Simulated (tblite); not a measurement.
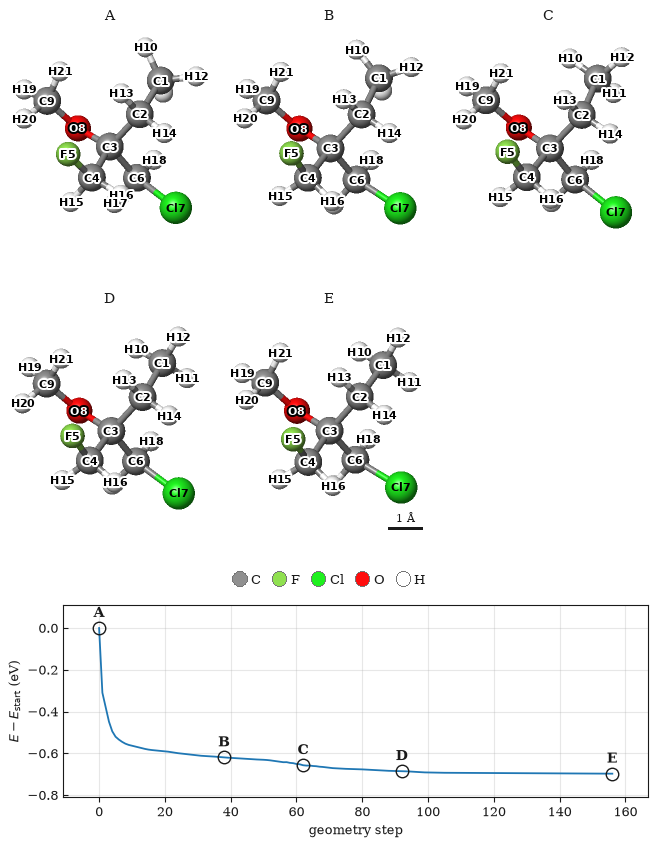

Frames of a relaxation of C₆H₁₂ClFO, marked on the history of the run. Style: ball-and-stick. Shown face on.

These are results of GFN2-xTB geometry optimisation, gas phase (tblite), not measurements. 

Describe the path.

Over 156 geometry steps the energy falls by 0.697 eV. The atom that moves furthest after the best rigid fit is H10 (1.01 Å). Largest moves by element: H 1.01 Å, Cl 0.39 Å, F 0.25 Å, C 0.11 Å, O 0.02 Å. Near-neighbour distances that change, for instance: C3–O8 1.357 → 1.422 Å, O8–C9 1.363 → 1.414 Å, C1–H12 1.133 → 1.087 Å, C2–C3 1.499 → 1.539 Å. Among the angles between lasting bonds that change: H19–C9–H20 103.4° → 109.2°, C1–C2–H13 104.0° → 109.7°, C3–C4–H15 104.7° → 110.3°. Groups turn about C1–C2 by about 55°. From step 0 to 38: H15 moves most (0.38 Å), energy −0.619 eV. From step 38 to 62: H10 moves most (0.47 Å), energy −0.037 eV. From step 62 to 92: H11 moves most (0.41 Å), energy −0.028 eV. From step 92 to 156: H20 moves most (0.30 Å), energy −0.012 eV.
